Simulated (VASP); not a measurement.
Data:

```xyz
8
Lattice="3.4122 -5.7756 0.0000 1.6479 2.8542 0.0000 0.0000 0.0000 5.2906" Properties=species:S:1:pos:R:3 pbc="T T T"
In     1.7656    -1.0194     2.6353
In     1.5883     0.9858     5.2806
N      1.8316    -1.0575     4.7801
N      1.5224     1.0239     2.1347
N      3.2255    -3.7651     4.5675
N      3.5406    -2.0442     1.9222
Al     3.3754    -3.8516     2.6405
Al     3.3907    -1.9576     5.2858
```

Computed with PBEsol GGA, VASP's PBE PAW potentials (set 64) (plane waves; VASP). Numerical set-up: 520 eV cut-off, 5×9×5 Γ-centred mesh, tetrahedra with Blöchl corrections, potentials In_d N Al.

Unless said otherwise, spin-orbit coupling is left out, though it shifts the bands of the heavy elements here.

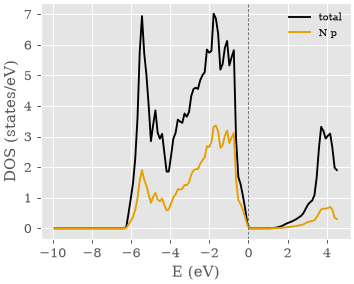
Figure. Total and projected density of states, zero at the valence-band maximum

Within 2 eV below the valence-band maximum the largest weight inside VASP's projection spheres is N p.

The gap is direct, 1.05 eV, from the valence maximum at Γ to the conduction minimum at Γ.

The structure was generated: Al2In2N4 was put into an ordered model structure (Pmn2_1), which need not be its known phase. It was relaxed first.
